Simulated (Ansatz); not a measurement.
## A computed series for ZrS2: response to strain

The parent structure is ZrS$_{2}$ in the CdI2 type structure (space group P-3m1, No. 164; a = 3.5781 Å, c = 5.5401 Å; layered, stacked along the Cartesian z axis). Axes: x lies along a and z along c of the hexagonal cell.

Strains are applied to the cell and any free atomic positions relax; under biaxial strain the out-of-plane vector relaxes too.

Computed with PBEsol-D3(BJ)/PAW in Ansatz (a quantum-chemistry and plane-wave program), without spin-orbit coupling.

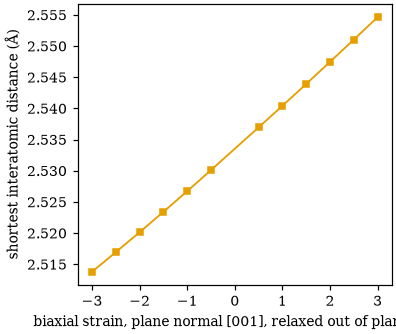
Figure: Shortest interatomic distance against biaxial strain, plane normal [001], relaxed out of plane

```csv
"biaxial strain, plane normal [001], relaxed out of plane (%)",shortest interatomic distance
-3,2.514 Å
-2.5,2.517 Å
-2,2.520 Å
-1.5,2.523 Å
-1,2.527 Å
-0.5,2.530 Å
0.5,2.537 Å
1,2.540 Å
1.5,2.544 Å
2,2.547 Å
2.5,2.551 Å
3,2.555 Å
```

Stability against distortions was not tested. The final runs are not spin-polarised.
